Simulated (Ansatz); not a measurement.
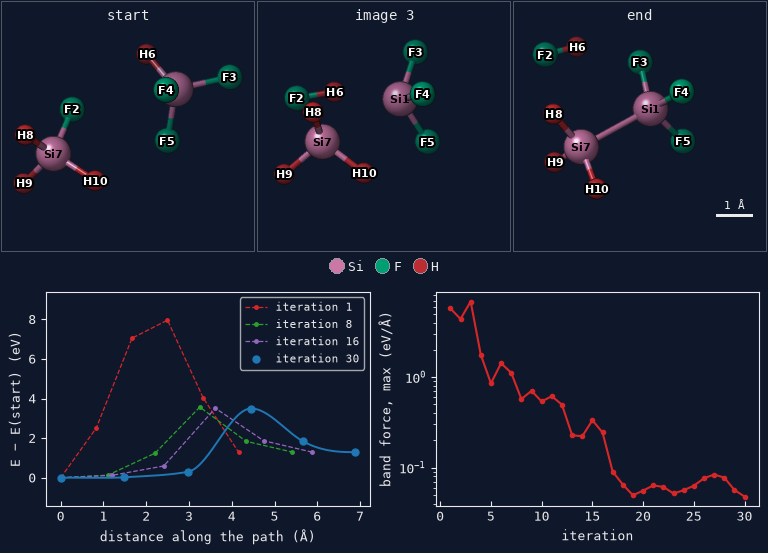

A nudged-elastic-band calculation for Si$_{2}$H$_{4}$F$_{4}$, made up at the start of SiHF3 and SiH₃F. Images are numbered from 0 (start) to 5 (end). The plot follows the band through its iterations. A ball-and-stick model, seen from a free direction.

The calculation used Ansatz 0.2.0, RKS BHLYP-D4/def2-SVP.

Input file:
```yaml
crystal:
  periodic: [false, false, false]
  atoms:
    - {symbol: Si, position_ang: [-0.932965, -1.779603, -0.157867]}
    - {symbol: F, position_ang: [1.254402, 0.264447, -0.157730]}
    - {symbol: F, position_ang: [-2.052692, -2.888926, -0.165432]}
    - {symbol: F, position_ang: [-0.956202, -1.101113, 1.263681]}
    - {symbol: F, position_ang: [-1.338869, -0.697467, -1.228130]}
    - {symbol: H, position_ang: [0.363025, -2.379348, -0.454128]}
    - {symbol: Si, position_ang: [0.972225, 1.815987, 0.158418]}
    - {symbol: H, position_ang: [1.734914, 2.173788, 1.376303]}
    - {symbol: H, position_ang: [1.437826, 2.604062, -1.005739]}
    - {symbol: H, position_ang: [-0.481563, 1.988174, 0.370523]}
basis:
  gaussian: {orbitals: def2-SVP}
hamiltonian: {xc: {name: BHLYP}, dispersion: d4}
neb:
  images: 4
  climbing: true
  max_iterations: 40
  initial_path: idpp
  final_atoms:
    - {symbol: Si, position_ang: [-1.055247, -0.667458, 0.040596]}
    - {symbol: F, position_ang: [2.410056, -0.866535, -0.482947]}
    - {symbol: F, position_ang: [-0.078090, -1.892689, -0.291234]}
    - {symbol: F, position_ang: [-1.793641, -1.068592, 1.378381]}
    - {symbol: F, position_ang: [-2.137473, -0.668706, -1.110313]}
    - {symbol: H, position_ang: [1.744949, -1.511767, -0.490561]}
    - {symbol: Si, position_ang: [0.077176, 1.361803, 0.210278]}
    - {symbol: H, position_ang: [1.061827, 1.269416, 1.312152]}
    - {symbol: H, position_ang: [0.723624, 1.659061, -1.088134]}
    - {symbol: H, position_ang: [-0.953081, 2.385466, 0.521682]}
```

Launched with:
```bash
ansatz run in.yaml --threads 8 --pin off --events-out ev --progress --plain --max-ram 19148MiB
```

> Judge this run.

The run is converged, with reservations. The band converged in 30 iterations. The largest component of the band force went from 5.7 to 0.048 eV/Å. The climbing image converged on the top of the path. Its curvatures weren't checked. The largest force component is 0.97 eV/Å at the start and 0.58 eV/Å at the end; an end with forces this large is no minimum, and the barrier measured from it can be far off. The first iteration put the highest image at 7.96 eV. The highest point, image 3, lies 3.49 eV above the start and 2.20 eV above the end; the end is at +1.30 eV relative to the start.

Limits of the set-up: the start holds two separate molecules, 2.8 Å apart at their closest, whose relative position is a soft coordinate.

The run took 3.4 min on 8 threads of Arm Neoverse N1, on a shared host.
